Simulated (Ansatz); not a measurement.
## Convergence study of the k-point mesh for Li3Ag (I4mm, 4 atoms in the cell)

```
Li3Ag
1.0
   -2.10280     2.10280     3.65758
    2.10280    -2.10280     3.65758
    2.10280     2.10280    -3.65758
Li Ag
3 1
Direct
  0.25000   0.75000   0.50000
  0.75000   0.25000   0.50000
  0.50684   0.50684   0.00000
  0.00000   0.00000   0.00000
```

Method of the run: PBEsol, default PAW files made with PBE (plane waves; Ansatz, an electronic-structure program).

Base settings: basis.ecutwfc = 420 eV; kpoints.mp_grid.grid = 11 11 11; hamiltonian.xc = pbesol; hamiltonian.pseudopotentials = {kind: paw} (the program's default PAW files); scf.occupations.method = gaussian; scf.occupations.width = 0.1 eV.

The second cell is the first with its lattice scaled by 0.98.

Only quantities that move along the ladder and can be compared are tabulated.

The count of work is k-points × plane waves × bands × iterations; it is no time. Core times come from one kind of shared machine, to one figure; runs under 30 s give none.

The starting cell comes from a database of computed structures (which also holds hypothetical and non-ambient phases and stackings), without a prior relaxation at this level. Its lattice was rescaled by up to half a per cent. One atom was moved a little off its site on purpose. Ansatz's pressure includes its estimate of the finite-basis (Pulay) stress.

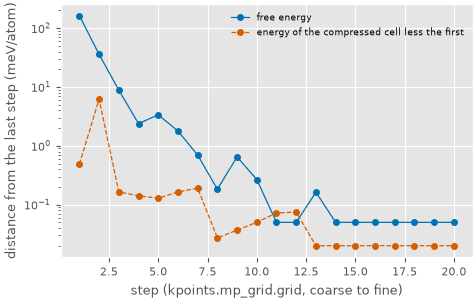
Fig. 1. Distance from the last step along the ladder; very small values are drawn at a floor.

```csv
kpoints.mp_grid.grid,free energy less the last step's (meV/atom),energy of the compressed cell less the first (meV/atom),pressure (GPa),largest difference of a force vector from the last step's (eV/Å),count of work / last,core time / last (rough)
2 2 2,-163.38,4.97,-0.16,0.006,0.0012,–
3 3 3,35.89,11.65,0.97,0.009,0.0018,–
4 4 4,8.85,5.29,-0.01,0.004,0.0039,–
5 5 5,-2.39,5.60,0.03,0.001,0.0054,–
6 6 6,-3.36,5.58,0.01,0.001,0.0090,–
7 7 7,-1.79,5.29,-0.01,0.001,0.012,–
8 8 8,0.69,5.64,0.04,0.002,0.021,–
9 9 9,-0.18,5.43,0.00,0.000,0.022,–
10 10 10,0.65,5.42,0.00,0.000,0.030,–
11 11 11,-0.27,5.50,0.01,0.000,0.038,–
12 12 12,-0.01,5.38,0.00,0.000,0.049,–
13 13 13,0.03,5.53,0.02,0.000,0.059,–
14 14 14,-0.16,5.45,0.01,0.000,0.073,–
16 16 16,-0.03,5.45,0.01,0.000,0.10,–
19 19 19,-0.02,5.44,0.01,0.000,0.16,–
22 22 22,-0.02,5.45,0.01,0.000,0.25,0.3
24 24 24,-0.01,5.45,0.01,0.000,0.32,0.3
26 26 26,0.01,5.46,0.01,0.000,0.40,0.5
29 29 29,0.00,5.46,0.01,0.000,0.54,0.5
33 33 33,0.00,5.45,0.01,0.000,0.78,0.8
36 36 36,0.00,5.45,0.01,0.000,1.0,1
```

Coarsest kpoints.mp_grid.grid that holds the forces within 0.005 eV/Å of the last step, with all finer ones: 4 4 4, at 0.0039 of the last step's count of work; the step before is off by 0.009 eV/Å.

Coarsest kpoints.mp_grid.grid that holds the energy of the compressed cell less the first within 2 meV/atom of the last step, with all finer ones: 4 4 4, at 0.0039 of the last step's count of work; the step before is off by 6.2 meV/atom.

Coarsest kpoints.mp_grid.grid that holds the free energy within 2 meV/atom of the last step, with all finer ones: 7 7 7, at 0.012 of the last step's count of work; the step before is off by 3.4 meV/atom.

The energy difference between the two cells stays within 1 meV/atom of the last step's from 4 4 4 on, the total only from 8 8 8 on: much of the error is common to both cells and cancels.

Keys are those of Ansatz 0.2.
